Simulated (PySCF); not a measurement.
Molecule: H5BCl2O2Si2, SMILES OB(O)[SiH2][SiH](Cl)Cl. Atoms near the plane z = 0.0 Å, at the PBE0/def2-SVP optimised geometry (x, y, z in Å): Si1 (-0.4, -1.0, 0.0), Cl3 (-1.0, 1.0, 0.0), H8 (1.0, -1.0, 0.0).

Method: PySCF with PBE0/def2-TZVP. Cells within 0.4 Å of a nucleus heavier than hydrogen are left out (blank, or x). The values are rescaled to run from 0 to 1.

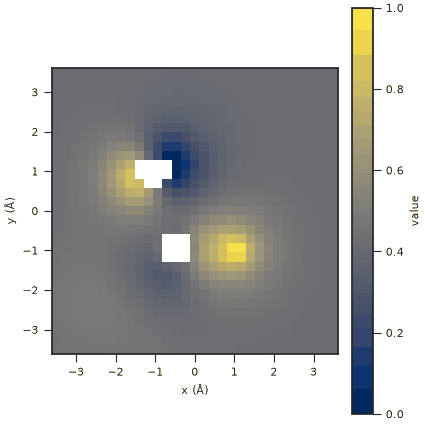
Fig. 1. a field on the plane z = 0.0 Å.

**Question.** Which quantity is mapped?
A) an orbital amplitude
B) Laplacian of the electron density
C) electron localisation function
D) electrostatic potential

**Answer.** A, an orbital amplitude. In full: HOMO−1 amplitude (bohr^(-3/2)).
